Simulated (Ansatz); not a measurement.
# How liquid mixture of sulfolane and H2O changes with temperature

How do cells made at different temperatures differ in energy, pressure, forces, levels, charges and cost?

Computed with Ansatz 0.2.0: Kohn-Sham DFT, PBEsol, PAW (set soft_2). Every run is a single point, with the atoms held where the recipe put them (cutoff of the plane-wave runs 420 eV, gaussian smearing of 0.025 eV).

First member: 12 sulfolane, 4 H2O placed at random, at 1.28 g/cm³; overlaps pushed apart, then 10 ps at 450 K with MMFF94 bonds, angles, torsions, charges and radii (Halgren, J. Comput. Chem. 17, 490 (1996)) in harmonic and 12-6 forms; SPC/E water (Berendsen, Grigera and Straatsma, J. Phys. Chem. 91, 6269 (1987)). Snapshot after 20 ps at 260 K and fixed volume.

Last member: 12 sulfolane, 4 H2O placed at random, at 1.11 g/cm³; overlaps pushed apart, then 10 ps at 490 K with MMFF94 bonds, angles, torsions, charges and radii (Halgren, J. Comput. Chem. 17, 490 (1996)) in harmonic and 12-6 forms; SPC/E water (Berendsen, Grigera and Straatsma, J. Phys. Chem. 91, 6269 (1987)). Snapshot after 20 ps at 440 K and fixed volume.

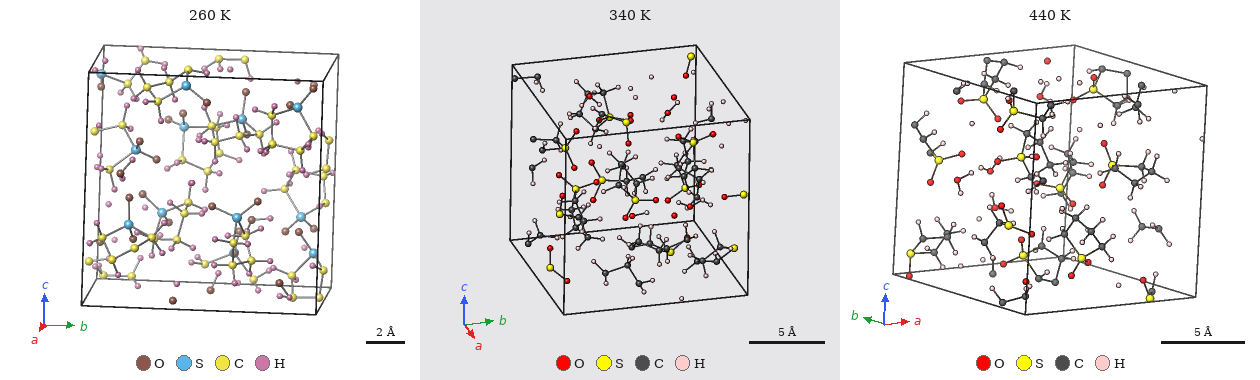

Three members of the series, labelled by temperature. Bonds to atoms that aren't drawn are left out. Some periodic images of atoms are drawn too.

The members:

```
temperature (K)  reduced formula  atoms  valence electrons  k-mesh        basis  density (g/cm³)
            260       H26C12S3O7    192                536   1×1×1  plane waves             1.28
            300       H26C12S3O7    192                536   1×1×1  plane waves             1.25
            340       H26C12S3O7    192                536   1×1×1  plane waves             1.21
            380       H26C12S3O7    192                536   1×1×1  plane waves             1.17
            440       H26C12S3O7    192                536   1×1×1  plane waves             1.11
```

Each cell is one sample from a classical run, so sample-to-sample scatter enters every column; pressures lack the kinetic term, and hold the strain of bonds inside molecules, whose lengths the classical model set.

The input of the first member, without its atom lines; other members have their own cell and atoms, and may differ in mesh, basis and outputs:

```yaml
crystal:
  lattice:
    - [12.50726, 0.0, 0.0]
    - [0.0, 12.50726, 0.0]
    - [0.0, 0.0, 12.50726]
  atoms:
    [... 192 lines ...]
kpoints:
  mp_grid: { grid: [1, 1, 1] }
hamiltonian:
  xc: pbesol
scf:
  occupations: { method: gaussian, width: 0.025 }
output:
  forces: true
  stress: true
  populations: intrinsic
  dos:
    method: { smearing: { sigma: 0.15 } }
    de: 0.1
    projected: { site_lists: { C: [C], H: [H], O: [O], S: [S] } }
  eigenvalues: true
  write_density: true
  write_potential: true
  volumetric_format: npy
```

**Question.** How do the results, the time and the memory go along the series?

Results; charges are mean intrinsic-atomic-orbital charges in e:

```
temperature (K)  energy less the first member's (meV/atom)  pressure (GPa)  r.m.s. force (eV/Å)  gap (eV)   q(S)   q(C)   q(O)
            260                                        0.0            3.63                0.777                4.95  +2.05  -0.45  -0.90
            300                                        3.3            2.83                0.849                5.14  +2.04  -0.45  -0.89
            340                                       15.6            2.74                0.980                4.75  +2.05  -0.45  -0.89
            380                                       14.3            3.32                 1.01                4.55  +2.05  -0.46  -0.90
            440                                       19.0            2.77                 1.03                4.54  +2.04  -0.46  -0.89
```

The gap is that between the highest filled and lowest empty Kohn-Sham level on the run's k-points, and semilocal functionals tend to put gaps under measured ones.

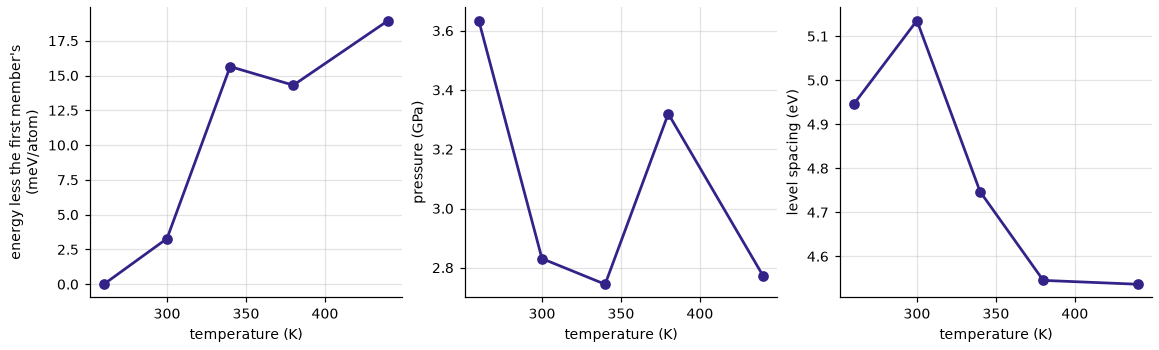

Results against temperature.

Cost on 8 threads of Arm Neoverse V2, shared host:

```
temperature (K)  atoms        basis  k-mesh  SCF cycles  time  host memory (GiB)
            260    192  plane waves   1×1×1          11  20 s                2.8
            300    192  plane waves   1×1×1          11  20 s                2.9
            340    192  plane waves   1×1×1          11  21 s                2.9
            380    192  plane waves   1×1×1          12  22 s                3.0
            440    192  plane waves   1×1×1          11  23 s                3.1
```

Times include the outputs that each run asked for, on hosts shared with other jobs.

The energy against the first member is lowest at 260 K (0.0 meV/atom) and highest at 440 K (19.0 meV/atom), rising overall but not at every step; each member is a single configuration. The gap is lowest at 440 K (4.54 eV) and highest at 300 K (5.14 eV), falling overall but not at every step; in single samples it varies with the configuration. The density spans 1.11 to 1.28 g/cm³, so the columns mix its effect with that of the temperature. The pressure is lowest at 340 K (2.7 GPa) and highest at 260 K (3.6 GPa), with no steady trend; the recipes set unlike densities, and the bond lengths of the classical model enter the pressure too. The r.m.s. force goes from 0.78 eV/Å at 260 to 1 eV/Å at 440 K.

**Limits.** The network of contacts between molecules at the start is that of the classical potential that made the cell, and needn't be the one that DFT or experiment would give. The cells aren't relaxed by DFT, which could reorder their energies. The functional has no dispersion term, which matters between molecules.

[Logs are printed without paths, hosts, clocks, repeated set-up lines and the standing remarks that a program may print on its own settings, such as how far it seeks lower states.]

[Hosts, paths, dates, database ids (printed as entryN), source tags and the programs' standing remarks are cut or masked in the printed files.]

[The MMFF94 radii named for the starting cell were scaled by 0.96; in molecules described by MMFF94, hydrogen bound to N, O or S took a small fixed 12-6 site in their place.]
